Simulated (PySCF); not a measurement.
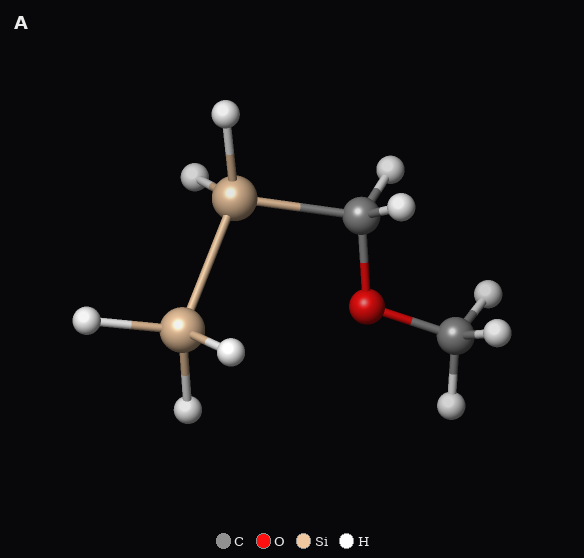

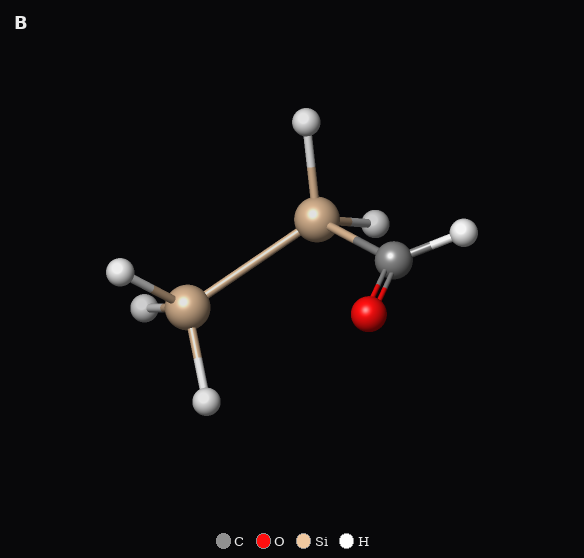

Two related species, optimised with GFN2-xTB; properties computed with PySCF 2.14.0. Both: charge 0, singlet.

**What are A and B?**

A is C2H10OSi2 (COC[SiH2][SiH3]), B is CH6OSi2 (O=C[SiH2][SiH3]).

Compare them. With PBE0/pcSseg-1: dipole moment (D), HOMO–LUMO gap (eV), HOMO energy (Kohn–Sham orbital) (eV), shielding of O (ppm), Hirshfeld charge of O (e), IAO charge of O (e). With GFN2-xTB: mean O–C length (Å).

```json
{"quantity": "dipole moment (D)", "A": "1.74", "B": "2.09"}
{"quantity": "HOMO–LUMO gap (eV)", "A": "7.85", "B": "5.58"}
{"quantity": "HOMO energy (Kohn–Sham orbital) (eV)", "A": "−7.60", "B": "−7.04"}
{"quantity": "shielding of O (ppm)", "A": "320.7", "B": "−611.4"}
{"quantity": "Hirshfeld charge of O (e)", "A": "−0.13", "B": "−0.21"}
{"quantity": "IAO charge of O (e)", "A": "−0.39", "B": "−0.36"}
{"quantity": "mean O–C length (Å)", "A": "1.409", "B": "1.206"}
```

Each is one conformer, and no frequency run is at hand to confirm it as a minimum.

The geometry is semi-empirical. Around Si such bond lengths and angles can be off by a tenth of an ångström or more and by several degrees, and values that hang on the shape move with them.
